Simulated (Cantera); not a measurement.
Charge: 1 mol MgCO3, a varied amount of C, 0.43 mol H2, at 775 K and 4.20 mbar.

Cantera equilibrium calculation (NASA polynomials, part measured and part estimated; ideal gas, pure solids and liquids). Candidate condensed phases: C, C6H6, C7H8, C8H18, H2O, Mg, MgCO3, MgO, Mg(OH)2; 116 gas species. Rates play no part.

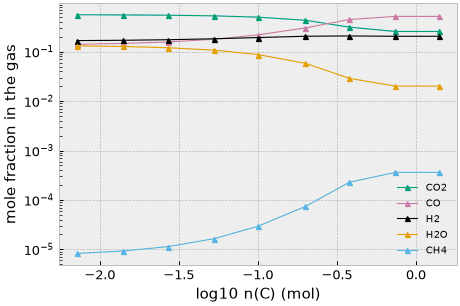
Figure. Equilibrium gas composition (values under 1e-9 drawn at 1e-9)

From 0.0072 mol C to 0.38 mol C the condensed part is MgO(s). From 0.74 mol C to 1.4 mol C the condensed part is C(graphite) + MgO(s).
